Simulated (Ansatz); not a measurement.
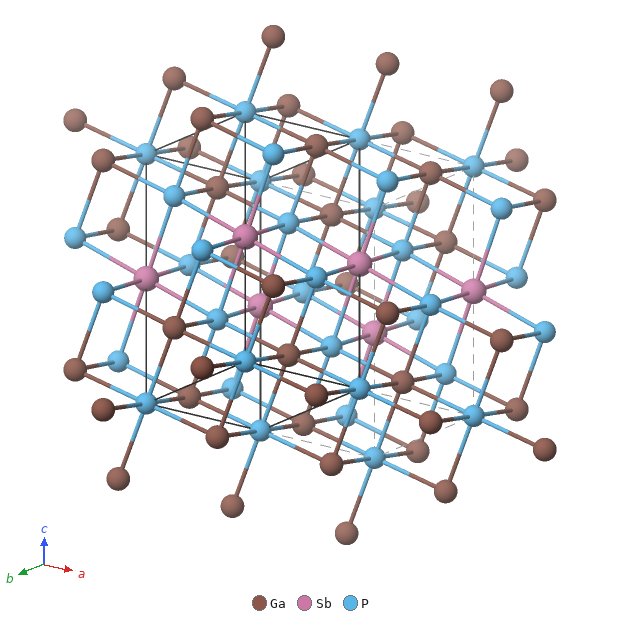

Ga₂SbP₃ (space group P-3m1, No. 164). Coordinates: coordinates from a relaxation with DFT, PBEsol, plane waves, PAW in Ansatz.

Bonds are taken as Ga–P below 2.9 Å and P–Sb below 3 Å; no other contact counts. Simplification: prune 0- and 1-connected atoms, fold 2-connected ones into links.

What kind of net remains, and which atoms are its nodes?

A uninodal 6-connected, three-periodic net: Ga, Sb and P are 6-connected nodes.

Does the net have a name?

It is the pcu net, known from NaCl, ReO3 and the B-X framework of perovskite.

Is the net interpenetrated?

It is a single net, without interpenetration.

Give the first four terms of the coordination sequence (nodes one, two, three … edges away).

Ga, Sb and P: 6, 18, 38, 66.
